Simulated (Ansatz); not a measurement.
**CH$_{3}$GeO (SMILES O=[CH][GeH2+]) (charge +1): density, localisation and related maps**

The calculation's input:

```
crystal:
  periodic: [false, false, false]
  atoms:
    - { symbol: O, position_ang: [0.55531, -1.74198, -0.54255] }
    - { symbol: C, position_ang: [-0.33831, -1.20109, -0.0424] }
    - { symbol: Ge, position_ang: [0.09328, 0.96941, 0.11881] }
    - { symbol: H, position_ang: [-1.30213, -1.56745, 0.33727] }
    - { symbol: H, position_ang: [1.50304, 1.20383, -0.49693] }
    - { symbol: H, position_ang: [-0.51119, 2.33728, 0.6258] }
total_charge: 1
basis:
  gaussian: { orbitals: def2-SVP }
hamiltonian:
  xc: blyp
  dispersion: d4
relax:
  f_tol: 0.015
  max_steps: 40
output:
  orbitals: {}
```

Launched as:

```sh
ansatz run input.yaml --threads 1 --pin off --max-ram 2048MiB --backend cpu --events-out ev --progress --plain --runs-dir out
```

The fields are those of the relaxed geometry.

The calculation used RKS BLYP-D4/def2-SVP in Ansatz 0.2.0.

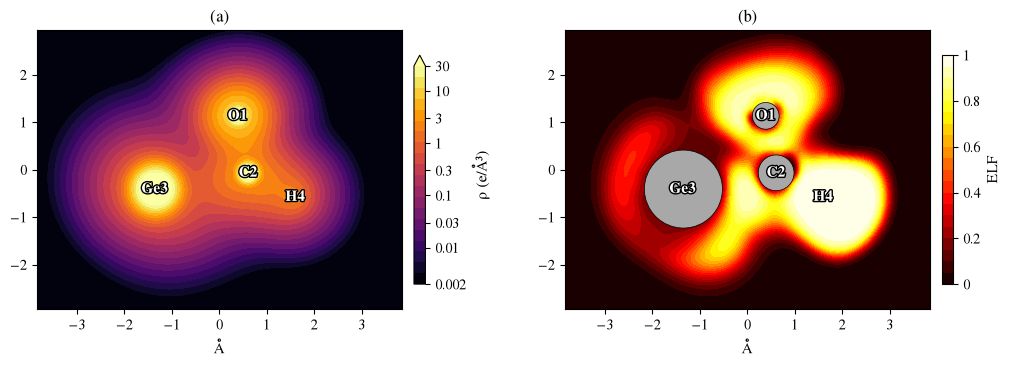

Figure 1. (a) electron density; (b) ELF on the plane of atoms Ge3, C2 and H4. Grey discs cover the atomic cores in the ELF map.

> What do the fields say about this system?

- The plane passes through O, C, Ge and H nuclei.
- C–O (1.22 Å): ρ at the midpoint is about 3.3 e/Å³; the ELF peaks at about 0.85 between the atoms: a short, multiple covalent bond.
- C–Ge (1.98 Å): ρ at the midpoint is about 0.78 e/Å³; the ELF peaks at about 0.90 in the valence shell of C, 0.7 Å from its nucleus, and is about 0.60 at the midpoint.
- C–H (1.12 Å): the density is about 2 e/Å³ at the midpoint; the ELF climbs to about 1 towards the hydrogen, as it does in any bond to H; a covalent bond by its length.
- The ELF also peaks beside O1, away from the bonds: lone-pair regions.

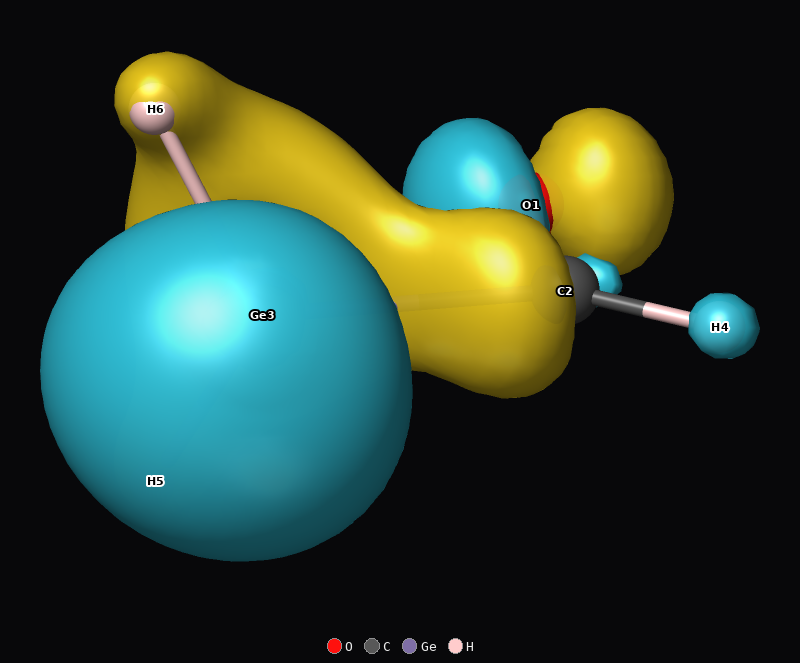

Figure 2. The LUMO at ±0.15 Å⁻³ᐟ² (yellow and cyan are the two phases), seen at a tilt.

> What is the character of this orbital?

It lies mainly on Ge3 (about 70 %), O1 (about 15 %) and C2 (about 5 %). Its energy is −9.61 eV.

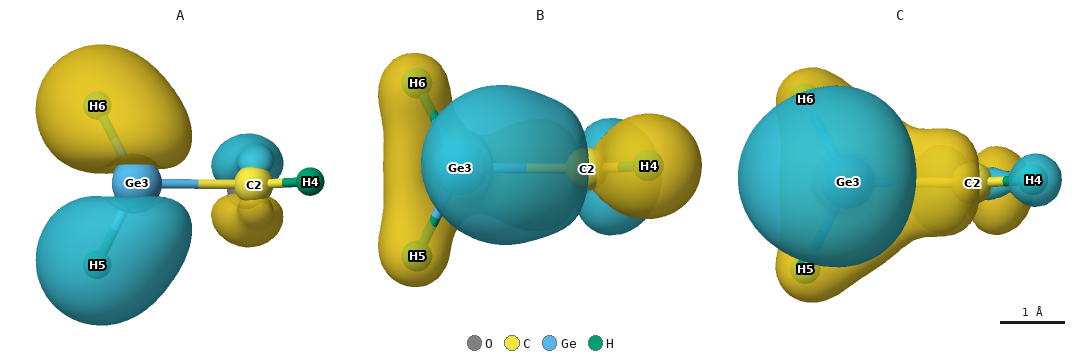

Figure 3. Three frontier orbitals at ±0.1 Å⁻³ᐟ² (yellow and cyan are the two phases), in no order.

> Which picture is the HOMO−1, the HOMO and the LUMO?

A is the HOMO−1 (−15.01 eV). It lies mainly on Ge3 (about 40 %), H5 (about 25 %), H6 (about 25 %) and O1 (about 5 %). B is the HOMO (−12.84 eV). By Hirshfeld shares it lies mainly on O1 (about 40 %), Ge3 (about 30 %), C2 (about 20 %) and H4 (about 5 %). C is the LUMO (−9.61 eV). Its weight (Hirshfeld) is mainly on Ge3 (about 70 %), O1 (about 15 %) and C2 (about 5 %).

> What is the HOMO–LUMO gap?

3.23 eV between the orbital energies.
